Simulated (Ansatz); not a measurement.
**VOCl (Pmmn): how robust is the cRPA U?**

Wanted: the sensitivity and cost of U and J for VOCl (Pmmn).

Method: constrained RPA on LDA, plane waves, PAW, in Ansatz 0.2.0.

## (1) Starting point

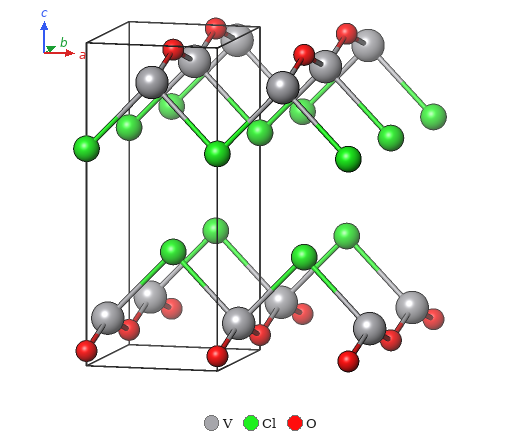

The starting structure, seen slightly off an axis (vanadium grey, chlorine green, oxygen red). 2×2×1 cells are drawn. Some periodic images of atoms are drawn too.

Structure file:

```cif
data_structure
_symmetry_space_group_name_H-M 'P 1'
_symmetry_Int_Tables_number 1
_cell_length_a 3.3000
_cell_length_b 3.7800
_cell_length_c 7.9100
_cell_angle_alpha 90.000
_cell_angle_beta 90.000
_cell_angle_gamma 90.000
_cell_volume 98.67
loop_
_atom_site_label
_atom_site_type_symbol
_atom_site_fract_x
_atom_site_fract_y
_atom_site_fract_z
_atom_site_occupancy
V1 V 0.00000 0.50000 0.11480 1
V2 V 0.50000 0.00000 0.88520 1
Cl3 Cl 0.50000 0.50000 0.32790 1
Cl4 Cl 0.00000 0.00000 0.67210 1
O5 O 0.50000 0.50000 0.95420 1
O6 O 0.00000 0.00000 0.04580 1
```

The cell and positions come from the Crystallography Open Database and are kept as given unless a step says otherwise. The program's search for lower electronic states was switched off, so nothing shows that the state found is the lowest. The default PAW set here is soft_2. Its files were made with PBE.

## (2) Base: V d, bands v2 to c8, 6×4×2 mesh, medium accuracy

Constrained RPA screens the interaction with every transition except those inside the target bands, which a later many-body model would treat itself.

The input, input.yaml:

```yaml
crystal:
  lattice:
    - [0.0, 0.0, 3.3]
    - [0.0, -3.78, 0.0]
    - [7.91, 0.0, 0.0]
  atoms:
    - { symbol: V, position: [0.0, 0.5, 0.1148] }
    - { symbol: V, position: [0.5, 0.0, 0.8852] }
    - { symbol: Cl, position: [0.5, 0.5, 0.3279] }
    - { symbol: Cl, position: [0.0, 0.0, 0.6721] }
    - { symbol: O, position: [0.5, 0.5, 0.9542] }
    - { symbol: O, position: [0.0, 0.0, 0.0458] }
kpoints:
  mp_grid: { grid: [12, 8, 4] }
hamiltonian:
  xc: lda
scf:
  occupations: { method: gaussian, width: 0.08 }
  n_extra_bands: 24
  max_iter: 150
  lower_state_search: "off"
output:
  crpa:
    kmesh: [6, 4, 2]
    target_bands: [v2, c8]
    projections: [{ species: V, l: d, shell: 3 }]
  local_orbitals:
    kmesh: [12, 8, 4]
    orbitals: [{ species: V, l: d, shell: 3 }]
    window: { bands: [v2, c8] }
    seedname: lo
```

The run is started by

```sh
$ ansatz run input.yaml --threads 4 --pin off --max-ram 14745MiB --backend cpu --events-out ev --progress --plain --runs-dir out
```

Numbers of over 12 decimals in the logs are rounded to 6 here.

What it wrote:

```text
scf.n_extra_bands = 24 over 26 filled bands (N_el = 52.0): the run solves 50 bands
Engine: ansatz 0.2.0, aarch64-unknown-linux-gnu
Pseudopotentials: kind: paw
Pseudopotential: V, paw, valence charge 13, recommended cutoff 420 eV (normal), V.paw.azcp
Pseudopotential: Cl, paw, valence charge 7, recommended cutoff 420 eV (normal), Cl.paw.azcp
Pseudopotential: O, paw, valence charge 6, recommended cutoff 420 eV (normal), O.paw.azcp
Functional definition: SPW92
  exchange = slater_x
  correlation = pw_c
Crystal: 6 atoms, lattice volume = 98.669 Å³
Basis set: ecut = 420 eV, 1957 PW (Γ)
Bands: 50, of which v1, the nominal top of the filled ones, is band 26 counted from 1 (25 counted from 0)
Symmetry: 8 space group operations
Space group: Pmmn (ITA 59), of the structure as read, at distance tolerance 4.6e-5 Å
k-points: 105 of 384
Non-local potential: V, projectors of the file, l = 0: 3, l = 1: 2, l = 2: 3, l = 3: 1
Non-local potential: Cl, projectors of the file, l = 0: 2, l = 1: 2, l = 2: 2
Non-local potential: O, projectors of the file, l = 0: 2, l = 1: 2, l = 2: 1
PAW form: soft (Blöchl's): semilocal exchange-correlation on the pseudo side does not see the compensation charge
PAW frozen core: V, regenerated for the run's functional, and the local potential with it (the file was generated under x = pbe(κ = 0.804, μ = 0.219515), c = pbe(β = 0.066725))
PAW frozen core: Cl, regenerated for the run's functional, and the local potential with it (the file was generated under x = pbe(κ = 0.804, μ = 0.219515), c = pbe(β = 0.066725))
PAW frozen core: O, regenerated for the run's functional, and the local potential with it (the file was generated under x = pbe(κ = 0.804, μ = 0.219515), c = pbe(β = 0.066725))
PAW one-centre angular grid: V, 590 points (default); XC on 64 Gauss nodes
PAW one-centre angular grid: Cl, 110 points (default); XC on 64 Gauss nodes
PAW one-centre angular grid: O, 110 points (default); XC on 64 Gauss nodes
Initial density: superposition of atomic densities (neutral atoms: chi_scale 0, normalization atom), corrected by the library's trained network
Initial wavefunctions: pseudopotential atomic-orbital guess
Functional: x = slater, c = lda
SCF iter   1: F=—  HF=-8924.243660 eV  |F-HF|=—  |Δ(HF+E_count)|=         —  Δρ=1.27e-2  dr2=1.31e-1  ethr=1.77e-3  ⟨swp⟩=5.5  Hψ=22429  notcnv=0  defer=751
preconditioner: auto → LDOS  [metal: Δε(μ)=0.009 eV  Ē_g=14.773 eV  σ=0.080 eV  W_gap=0.06  n_scr=22 (ndim 8)  ℏωp=22.4 eV  f_vac=0.122  D(μ)=8.30/eV (n_scr^D=92)  β→1.0]
SCF iter   2: F=—  HF=-8924.224232 eV  |F-HF|=—  |Δ(HF+E_count)|=   1.94e-2  Δρ=9.99e-3  dr2=3.83e-2  ethr=2.52e-4  ⟨swp⟩=2.4  Hψ=9016  notcnv=0  defer=1671
[...]
cRPA screening: q 3/48
cRPA screening: q 5/48 (q-point 4)
cRPA screening: q 7/48 (q-point 5)
cRPA screening: q 8/48 (q-point 6)
cRPA screening: q 9/48
cRPA screening: q 11/48 (q-point 10)
cRPA screening: q 13/48 (q-point 11)
cRPA screening: q 15/48 (q-point 12)
cRPA screening: q 17/48 (q-point 13)
cRPA screening: q 19/48 (q-point 14)
[...]
cRPA screening: q 43/48 (q-point 27)
cRPA screening: q 45/48 (q-point 28)
cRPA screening: q 47/48 (q-point 29)
cRPA screening: q 48/48 (q-point 30)
SCF converged after 8 iterations
Free energy (F): -8924.209361 eV
Harris-Foulkes:  -8924.209361 eV  (|F-HF|=6.08e-8)
Internal energy: -8924.180892 eV  (E = F + TS)
E sigma→0 (E₀):  -8924.195127 eV
Entropy (-TS):   -0.028469 eV (-4.745 meV/atom)
Fermi energy:    7.598471 eV
--- Per-component energies (eV) ---
  E_band       = -602.316879
  E_kinetic    = 1334.934302
  E_local      = -6492.444541  (includes V_loc(G=0)·N_el)
  E_nonlocal   = 77.937772
  E_hartree    = 2846.977165
  E_xc         = -611.365967
  E_vxc        = -753.723873  (∫ρ·V_xc dr)
  E_paw        = -3665.624149  (= ΣΔE_a)
  E_vpaw       = -462.969849  (= ΣTr[D̂ρ^β])
  E_aug_tail   = 0.005749  (compensation charges beyond the density's cutoff)
  E_ewald      = -2415.868349
  E_core_change = 1.267126  (= ΣΔE_core)
  E_smearing   = -0.028469  (= −TS)
  E_closure    = -0.000000  (closes the sum)
  Σ components = -8924.209361   (vs F -8924.209361, Δ=0.00e0)
--- Band table (eV; the first three rows and the last of 105) ---
  k-point 0: bands = [... 22 lower, 4.0239, 4.3837, 6.7707, 7.2519, 7.2772, 7.7074, 8.5038, 8.8401, ... 20 higher]
  k-point 1: bands = [... 22 lower, 3.9928, 4.3323, 6.7708, 7.2610, 7.2865, 7.7073, 8.4664, 8.8766, ... 20 higher]
  k-point 2: bands = [... 22 lower, 3.9911, 4.2676, 6.7709, 7.2697, 7.2953, 7.7071, 8.4346, 8.9073, ... 20 higher]
  k-point 104: bands = [... 22 lower, 3.6249, 3.6249, 7.4214, 7.4214, 7.7945, 7.7945, 8.1957, 8.1957, ... 20 higher]
--- cRPA (band scheme, projected local orbitals): target bands 25..34 (1-based), 10 Wannier function(s), 6×4×2 mesh, 68 bands' worth read of 73 solved, ecut_chi 136.0 eV, v(q+G=0) probe_charge, pair densities all_electron ---
  χ-basis size per q: N_G = 344..378
  window electrons = 4.0000, filled by tetrahedron_uncorrected; constrained ε̄⁻¹(q = 0, 0) head = 0.256117; min gauge Gram eig = 0.6059
  Kanamori averages over each shell's own Wannier functions (sites counted from 0, functions from 1):
  Each shell's averages of U are screened by what lies outside the whole window alone: parameters of one model of all the shells.
    Site 0, 3D, 5 of 5 d orbitals (Wannier functions 1, 2, 3, 4, 5; wannier90's mr 1, 2, 3, 4, 5):
      screened: U = 4.2048 eV, U' = 3.3510 eV, J = 0.4198 eV
      screened, to within: U = 6.3e-3 eV, U' = 6.3e-3 eV, J = 5.7e-4 eV
      bare: V = 16.4620 eV, V' = 15.3408 eV, J = 0.5474 eV
    Site 1, 3D, 5 of 5 d orbitals (Wannier functions 6, 7, 8, 9, 10; wannier90's mr 1, 2, 3, 4, 5):
      screened: U = 4.2048 eV, U' = 3.3510 eV, J = 0.4198 eV
      screened, to within: U = 6.3e-3 eV, U' = 6.3e-3 eV, J = 5.7e-4 eV
      bare: V = 16.4620 eV, V' = 15.3408 eV, J = 0.5474 eV
  Hermiticity witness max|P − P†| over intra, direct and exchange elements: 1.42e-14 eV (screened), 5.67e-17 eV (bare)
  Reality witness max|Im| over intra, direct and exchange elements: 9.49e-9 eV (screened), 4.48e-12 eV (bare)
```

Run time: 14 min. Hardware: 4 threads of Arm Neoverse V1, shared host; peak memory 0.86 GiB; 56 min of CPU time.

Numbers from this step:

| Quantity | Value |
| --- | --- |
| U | 4.205 eV |
| U prime (inter-orbital) | 3.351 eV |
| J | 0.4198 eV |
| bare V | 16.46 eV |
| bare J | 0.5474 eV |
| stated bound on U | 0.006248 eV |
| U over bare V | 0.2554 |
| electrons in the window | 4.000 |
| head of the constrained inverse dielectric matrix | 0.2561 |
| least eigenvalue of the projection's overlap | 0.6059 |
| target functions | 10 |
| bands in the sums | 68 |
| r.m.s. miss of the model bands | 1.03e-4 eV |
| width of the target bands | 3.627 eV |
| weight of the projected orbitals in the window | 0.8079 |

On the V d shell, screening brings the on-site interaction from 16.5 eV down to U = 4.20 eV.

## (3) Changed: 4×4×2 mesh

Changes to input.yaml since step 2:

```diff
@@ -23,9 +23,4 @@
   crpa:
-    kmesh: [6, 4, 2]
+    kmesh: [4, 4, 2]
     target_bands: [v2, c8]
     projections: [{ species: V, l: d, shell: 3 }]
-  local_orbitals:
-    kmesh: [12, 8, 4]
-    orbitals: [{ species: V, l: d, shell: 3 }]
-    window: { bands: [v2, c8] }
-    seedname: lo
```

What it wrote:

```text
[...]
Crystal: 6 atoms, lattice volume = 98.669 Å³
Basis set: ecut = 420 eV, 1957 PW (Γ)
Bands: 50, of which v1, the nominal top of the filled ones, is band 26 counted from 1 (25 counted from 0)
[... 1 set-up line as in the run before ...]
[...]
k-points: 105 of 384
[...]
SCF iter   1: F=—  HF=-8924.243660 eV  |F-HF|=—  |Δ(HF+E_count)|=         —  Δρ=1.27e-2  dr2=1.31e-1  ethr=1.77e-3  ⟨swp⟩=5.5  Hψ=22429  notcnv=0  defer=751
[...]
SCF iter   8: F=-8924.209361 eV  HF=-8924.209361 eV  |F-HF|=6.08e-8  |Δ(HF+E_count)|=   1.83e-7  Δρ=1.40e-5  dr2=9.96e-8  ethr=1.92e-10  ⟨swp⟩=9.2  Hψ=24979  notcnv=0
SCF 1 converged in 8 iterations: F = -8924.209361 eV  dr2 = 9.96e-8
[...]
NSCF: frozen V_eff on 18 k-points
[...]
cRPA screening: q 1/32
cRPA screening: q 2/32
cRPA screening: q 3/32
cRPA screening: q 5/32 (q-point 4)
cRPA screening: q 7/32 (q-point 5)
[...]
E sigma→0 (E₀):  -8924.195127 eV
Entropy (-TS):   -0.028469 eV (-4.745 meV/atom)
Fermi energy:    7.598471 eV
[...]
--- Band table (eV; the first three rows and the last of 105) ---
  k-point 0: bands = [... 22 lower, 4.0239, 4.3837, 6.7707, 7.2519, 7.2772, 7.7074, 8.5038, 8.8401, ... 20 higher]
  k-point 1: bands = [... 22 lower, 3.9928, 4.3323, 6.7708, 7.2610, 7.2865, 7.7073, 8.4664, 8.8766, ... 20 higher]
  k-point 2: bands = [... 22 lower, 3.9911, 4.2676, 6.7709, 7.2697, 7.2953, 7.7071, 8.4346, 8.9073, ... 20 higher]
  k-point 104: bands = [... 22 lower, 3.6249, 3.6249, 7.4214, 7.4214, 7.7945, 7.7945, 8.1957, 8.1957, ... 20 higher]
[...]
χ-basis size per q: N_G = 340..378
[...]
screened: U = 4.2298 eV, U' = 3.3761 eV, J = 0.4203 eV
      screened, to within: U = 6.3e-3 eV, U' = 6.3e-3 eV, J = 5.7e-4 eV
      bare: V = 16.4859 eV, V' = 15.3641 eV, J = 0.5477 eV
[...]
screened: U = 4.2298 eV, U' = 3.3761 eV, J = 0.4203 eV
      screened, to within: U = 6.3e-3 eV, U' = 6.3e-3 eV, J = 5.7e-4 eV
      bare: V = 16.4859 eV, V' = 15.3641 eV, J = 0.5477 eV
[...]
[key lines of the parts left out:]
SCF converged after 8 iterations
Free energy (F): -8924.209361 eV
```

Run time: 7.1 min. Hardware: 4 threads; peak memory 0.8 GiB.

This step gave:

- U: 4.230 eV
- U prime (inter-orbital): 3.376 eV
- J: 0.4203 eV
- bare V: 16.49 eV
- bare J: 0.5477 eV
- stated bound on U: 0.006294 eV
- U over bare V: 0.2566
- electrons in the window: 4.000
- head of the constrained inverse dielectric matrix: 0.2567
- least eigenvalue of the projection's overlap: 0.6059
- target functions: 10
- bands in the sums: 68
- width of the target bands: 3.627 eV
- weight of the projected orbitals in the window: 0.8079

On the V d shell, screening brings the on-site interaction from 16.5 eV down to U = 4.23 eV.

## (4) Changed: 2×2×2 mesh

Changes to input.yaml since step 3:

```diff
@@ -23,3 +23,3 @@
   crpa:
-    kmesh: [4, 4, 2]
+    kmesh: [2, 2, 2]
     target_bands: [v2, c8]
```

What it wrote:

```text
[...]
Crystal: 6 atoms, lattice volume = 98.669 Å³
Basis set: ecut = 420 eV, 1957 PW (Γ)
Bands: 50, of which v1, the nominal top of the filled ones, is band 26 counted from 1 (25 counted from 0)
[... 1 set-up line as in the run before ...]
[...]
k-points: 105 of 384
[...]
χ-basis size per q: N_G = 344..378
[...]
screened: U = 4.4178 eV, U' = 3.5572 eV, J = 0.4198 eV
      screened, to within: U = 7.6e-3 eV, U' = 7.6e-3 eV, J = 5.9e-4 eV
      bare: V = 16.5957 eV, V' = 15.4625 eV, J = 0.5456 eV
[...]
screened: U = 4.4178 eV, U' = 3.5572 eV, J = 0.4198 eV
      screened, to within: U = 7.6e-3 eV, U' = 7.6e-3 eV, J = 5.9e-4 eV
      bare: V = 16.5957 eV, V' = 15.4625 eV, J = 0.5456 eV
[...]
[key lines of the parts left out:]
SCF converged after 8 iterations
Free energy (F): -8924.209361 eV
Fermi energy:    7.598471 eV
```

Wall time 70 s (4 threads); peak memory 0.71 GiB.

Numbers from this step:

* U: 4.418 eV
* U prime (inter-orbital): 3.557 eV
* J: 0.4198 eV
* bare V: 16.60 eV
* bare J: 0.5456 eV
* stated bound on U: 0.007565 eV
* U over bare V: 0.2662
* electrons in the window: 4.000
* head of the constrained inverse dielectric matrix: 0.2541
* least eigenvalue of the projection's overlap: 0.6389
* target functions: 10
* bands in the sums: 68
* width of the target bands: 3.627 eV
* weight of the projected orbitals in the window: 0.8079

On the V d shell, screening brings the on-site interaction from 16.6 eV down to U = 4.42 eV.

## (5) Changed: sums over states on smooth products

Changes to input.yaml since step 4:

```diff
@@ -23,4 +23,8 @@
   crpa:
-    kmesh: [2, 2, 2]
+    kmesh: [6, 4, 2]
     target_bands: [v2, c8]
     projections: [{ species: V, l: d, shell: 3 }]
+    accuracy: sum_over_states
+    pair_densities: pseudo
+    n_empty_bands: 52
+    ecut_chi: 136
```

What it wrote:

```text
[...]
Crystal: 6 atoms, lattice volume = 98.669 Å³
Basis set: ecut = 420 eV, 1957 PW (Γ)
Bands: 50, of which v1, the nominal top of the filled ones, is band 26 counted from 1 (25 counted from 0)
[... 1 set-up line as in the run before ...]
[...]
k-points: 105 of 384
[...]
χ-basis size per q: N_G = 344..378
[...]
U and J over all bands: no bound (output.crpa.accuracy: sum_over_states); those below are of the sums over the bands read on the sphere of ecut_chi alone
[...]
screened: U = 4.4409 eV, U' = 3.4205 eV, J = 0.5047 eV
      bare: V = 16.4620 eV, V' = 15.3408 eV, J = 0.5474 eV
[...]
screened: U = 4.4409 eV, U' = 3.4205 eV, J = 0.5047 eV
      bare: V = 16.4620 eV, V' = 15.3408 eV, J = 0.5474 eV
[...]
[key lines of the parts left out:]
SCF converged after 8 iterations
Free energy (F): -8924.209361 eV
Fermi energy:    7.598471 eV
```

Run time: 44 s. Hardware: 4 threads; peak memory 0.64 GiB.

This variant gives U = 4.44 eV against 4.20 eV. It is a finite sum over empty states with no bound on its error and stays out of the table below.

## (6) Changed: volume +6 %

The cell differs from the one that the last finished run ended in (a 3.300 → 3.365 Å, b 3.780 → 3.854 Å, c 7.910 → 8.065 Å).

input.yaml, the sections that differ from step 5:

```yaml
crystal:
  lattice:
    - [0.0, 0.0, 3.364722314]
    - [0.0, -3.8541364688, 0.0]
    - [8.0651374254, 0.0, 0.0]
  atoms:
    - { symbol: V, position: [0.0, 0.5, 0.1148] }
    - { symbol: V, position: [0.5, 0.0, 0.8852] }
    - { symbol: Cl, position: [0.5, 0.5, 0.3279] }
    - { symbol: Cl, position: [0.0, 0.0, 0.6721] }
    - { symbol: O, position: [0.5, 0.5, 0.9542] }
    - { symbol: O, position: [0.0, 0.0, 0.0458] }
output:
  crpa:
    kmesh: [6, 4, 2]
    target_bands: [v2, c8]
    projections: [{ species: V, l: d, shell: 3 }]
  local_orbitals:
    kmesh: [12, 8, 4]
    orbitals: [{ species: V, l: d, shell: 3 }]
    window: { bands: [v2, c8] }
    seedname: lo
# kpoints, hamiltonian, scf: as in step 5
```

What it wrote:

```text
[...]
Crystal: 6 atoms, lattice volume = 104.590 Å³
Basis set: ecut = 420 eV, 2065 PW (Γ)
Bands: 50, of which v1, the nominal top of the filled ones, is band 26 counted from 1 (25 counted from 0)
[... 1 set-up line as in the run before ...]
[...]
k-points: 105 of 384
[...]
χ-basis size per q: N_G = 367..394
[...]
screened: U = 4.1893 eV, U' = 3.3264 eV, J = 0.4245 eV
      screened, to within: U = 6.4e-3 eV, U' = 6.4e-3 eV, J = 5.7e-4 eV
      bare: V = 16.5894 eV, V' = 15.4564 eV, J = 0.5538 eV
[...]
screened: U = 4.1893 eV, U' = 3.3264 eV, J = 0.4245 eV
      screened, to within: U = 6.4e-3 eV, U' = 6.4e-3 eV, J = 5.7e-4 eV
      bare: V = 16.5894 eV, V' = 15.4564 eV, J = 0.5538 eV
[...]
[key lines of the parts left out:]
SCF converged after 9 iterations
Free energy (F): -8923.736583 eV
Fermi energy:    6.780874 eV
```

It took 15 min on 4 threads; peak memory 0.86 GiB.

Numbers from this step:

| Property | Result |
| --- | --- |
| U | 4.189 eV |
| U prime (inter-orbital) | 3.326 eV |
| J | 0.4245 eV |
| bare V | 16.59 eV |
| bare J | 0.5538 eV |
| stated bound on U | 0.006396 eV |
| U over bare V | 0.2525 |
| electrons in the window | 4.000 |
| head of the constrained inverse dielectric matrix | 0.2586 |
| least eigenvalue of the projection's overlap | 0.6129 |
| target functions | 10 |
| bands in the sums | 68 |
| r.m.s. miss of the model bands | 8.32e-5 eV |
| width of the target bands | 3.325 eV |
| weight of the projected orbitals in the window | 0.8155 |

On the V d shell, screening brings the on-site interaction from 16.6 eV down to U = 4.19 eV.

## (7) Changed: r2SCAN

This step: constrained RPA on r2SCAN, plane waves, PAW.

input.yaml, the sections that differ from step 6:

```yaml
crystal:
  lattice:
    - [0.0, 0.0, 3.3]
    - [0.0, -3.78, 0.0]
    - [7.91, 0.0, 0.0]
  atoms:
    - { symbol: V, position: [0.0, 0.5, 0.1148] }
    - { symbol: V, position: [0.5, 0.0, 0.8852] }
    - { symbol: Cl, position: [0.5, 0.5, 0.3279] }
    - { symbol: Cl, position: [0.0, 0.0, 0.6721] }
    - { symbol: O, position: [0.5, 0.5, 0.9542] }
    - { symbol: O, position: [0.0, 0.0, 0.0458] }
hamiltonian:
  xc: r2scan
output:
  crpa:
    kmesh: [6, 4, 2]
    target_bands: [v2, c8]
    projections: [{ species: V, l: d, shell: 3 }]
# kpoints, scf: as in step 6
```

What it wrote:

```text
[...]
Crystal: 6 atoms, lattice volume = 98.669 Å³
Basis set: ecut = 500 eV, 2449 PW (Γ), exchange–correlation on 100×120×240 points (64 copies of the dense FFT grid, shifted against one another)
Bands: 50, of which v1, the nominal top of the filled ones, is band 26 counted from 1 (25 counted from 0)
[... 1 set-up line as in the run before ...]
[...]
k-points: 105 of 384
[...]
χ-basis size per q: N_G = 344..378
[...]
screened: U = 4.6635 eV, U' = 3.7606 eV, J = 0.4433 eV
      screened, to within: U = 6.8e-3 eV, U' = 6.8e-3 eV, J = 6.3e-4 eV
      bare: V = 16.9407 eV, V' = 15.7760 eV, J = 0.5700 eV
[...]
screened: U = 4.6635 eV, U' = 3.7606 eV, J = 0.4433 eV
      screened, to within: U = 6.8e-3 eV, U' = 6.8e-3 eV, J = 6.3e-4 eV
      bare: V = 16.9407 eV, V' = 15.7760 eV, J = 0.5700 eV
[...]
[key lines of the parts left out:]
SCF converged after 9 iterations
Free energy (F): -9144.028928 eV
Fermi energy:    7.815774 eV
```

Elapsed: 24 min, on 4 threads; peak memory 1.1 GiB.

This step gave:

```yaml
u: 4.663 eV
u_prime_inter_orbital: 3.761 eV
j: 0.4433 eV
bare_v: 16.94 eV
bare_j: 0.5700 eV
stated_bound_on_u: 0.006755 eV
u_over_bare_v: 0.2753
electrons_in_the_window: 4.000
head_of_the_constrained_inverse_dielectric_matrix: 0.2792
least_eigenvalue_of_the_projection_s_overlap: 0.6323
target_functions: 10
bands_in_the_sums: 68
width_of_the_target_bands: 3.848 eV
weight_of_the_projected_orbitals_in_the_window: 0.8198
```

On the V d shell, screening brings the on-site interaction from 16.9 eV down to U = 4.66 eV.

## (8) Side by side

Times are wall times on 4 threads of Arm Neoverse V1, shared host, good to a factor of about two.

| run | bare V (eV) | U (eV) | J (eV) | bound on U (eV) | width (eV) | time |
| --- | --- | --- | --- | --- | --- | --- |
| target window | 16.46 | 4.205 | 0.420 | 0.0062 | 3.63 | 14 min |
| 4×4×2 mesh | 16.49 | 4.230 | 0.420 | 0.0063 | 3.63 | 7.1 min |
| 2×2×2 mesh | 16.60 | 4.418 | 0.420 | 0.0076 | 3.63 | 70 s |
| volume +6 % | 16.59 | 4.189 | 0.425 | 0.0064 | 3.33 | 15 min |
| r2SCAN | 16.94 | 4.663 | 0.443 | 0.0068 | 3.85 | 24 min |

## (9) What came out

| Item | Value |
| --- | --- |
| target window | U 4.20 eV, J 0.42 eV |
| 4×4×2 mesh | U 4.23 eV, J 0.42 eV |
| 2×2×2 mesh | U 4.42 eV, J 0.42 eV |
| volume +6 % | U 4.19 eV, J 0.42 eV |
| r2SCAN | U 4.66 eV, J 0.44 eV |

4×4×2 mesh moves U by +0.03 eV at 0.49 times the time. 2×2×2 mesh moves U by +0.21 eV at 0.081 times the time. Volume +6 % moves U by −0.02 eV. r2SCAN moves U by +0.46 eV. The printed bound covers the solver alone, not the mesh, and no denser mesh than the base was run. The parent state is non-magnetic and the interaction static (zero frequency); U depends on the window and the orbitals, so it belongs to this model alone.

[Paths, hosts, dates, memory and timing lines, banners, echoed tables and standing remarks are left out of the program output.]

[Logs are printed without paths, hosts, clocks, repeated set-up lines and the standing remarks that a program may print on its own settings, such as how far it seeks lower states.]

[Runs of the session that timed out or met a known fault of the program may be left out.]

[Hosts, paths, dates, database ids (printed as entryN), source tags and the programs' standing remarks are cut or masked in the printed files.]
